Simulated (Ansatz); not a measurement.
# C4H11Si: the cost of one run

Computed with the Python package of Ansatz 0.2.0. The levels of theory stand in the script.

### 1 Starting point

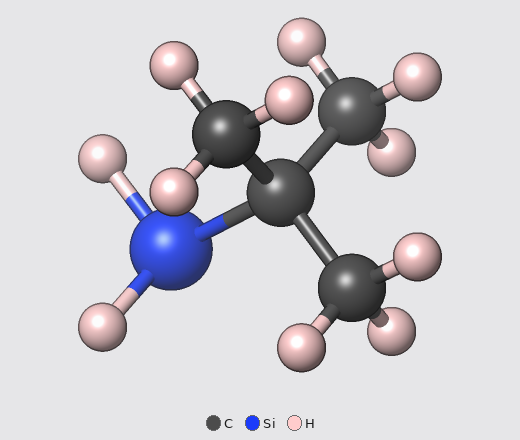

The starting structure, viewed from a chosen angle; carbon dark grey, silicon blue, hydrogen pink.

c4h11si.xyz, read by the script:

```xyz
16

C    -0.20910    1.16060    0.83430
C     0.01690   -0.07280   -0.05480
C     0.11110   -1.33530    0.81690
C    -1.14090   -0.21450   -1.05590
Si    1.63330    0.14050   -1.00780
H    -1.15630    1.05930    1.40690
H    -0.27280    2.08340    0.21770
H     0.62450    1.28010    1.56000
H     0.28230   -2.23560    0.18760
H    -0.83030   -1.48470    1.38850
H     0.94850   -1.25000    1.54310
H    -0.98750   -1.09890   -1.71170
H    -1.21830    0.68970   -1.69810
H    -2.10580   -0.34290   -0.51950
H     1.55470    1.34530   -1.84720
H     2.74940    0.27580   -0.06000
```

### 2 The script

disp.py reads:

```python
# -*- coding: utf-8 -*-
import ansatz as az


def main():
    system = az.Crystal.molecule_from_extxyz('c4h11si.xyz')

    job = (
        system.calculation()
        .basis(gaussian='def2-SVP')
        .spin('collinear', total=1)
    )
    for name in ['b3lyp', 'r2scan']:
        for correction in ('d3bj', 'd4'):
            summary = job.functional(name, dispersion=correction).run(threads=1).report
            print(f'{name:8s} {correction:5s} total {summary["free_energy_ev"]:.5f} eV, of which dispersion {1000 * summary["dispersion"]["energy"]["ev"]:.2f} meV')


if __name__ == '__main__':
    main()
```

### 3 What the engine is handed

The engine receives this input (first run):

```yaml
crystal:
  periodic: [false, false, false]
  atoms:
    - { symbol: C, position_ang: [-0.2091, 1.1606, 0.8343] }
    - { symbol: C, position_ang: [0.0169, -0.0728, -0.0548] }
    - { symbol: C, position_ang: [0.1111, -1.3353, 0.8169] }
    - { symbol: C, position_ang: [-1.1409, -0.2145, -1.0559] }
    - { symbol: Si, position_ang: [1.6333, 0.1405, -1.0078] }
    - { symbol: H, position_ang: [-1.1563, 1.0593, 1.4069] }
    - { symbol: H, position_ang: [-0.2728, 2.0834, 0.2177] }
    - { symbol: H, position_ang: [0.6245, 1.2801, 1.56] }
    - { symbol: H, position_ang: [0.2823, -2.2356, 0.1876] }
    - { symbol: H, position_ang: [-0.8303, -1.4847, 1.3885] }
    - { symbol: H, position_ang: [0.9485, -1.25, 1.5431] }
    - { symbol: H, position_ang: [-0.9875, -1.0989, -1.7117] }
    - { symbol: H, position_ang: [-1.2183, 0.6897, -1.6981] }
    - { symbol: H, position_ang: [-2.1058, -0.3429, -0.5195] }
    - { symbol: H, position_ang: [1.5547, 1.3453, -1.8472] }
    - { symbol: H, position_ang: [2.7494, 0.2758, -0.06] }
basis:
  gaussian:
    orbitals: def2-SVP
hamiltonian:
  xc: b3lyp
  dispersion: d3bj
magnetization:
  spin_polarized: true
  initial_magnetization: 1.0
```

### 4 Running it

Started as:

```console
> python disp.py
```

Q: Estimate wall time and peak memory on 1 thread of Arm Neoverse V2, shared host.

About 52 s, with a peak of 0.45 GiB.
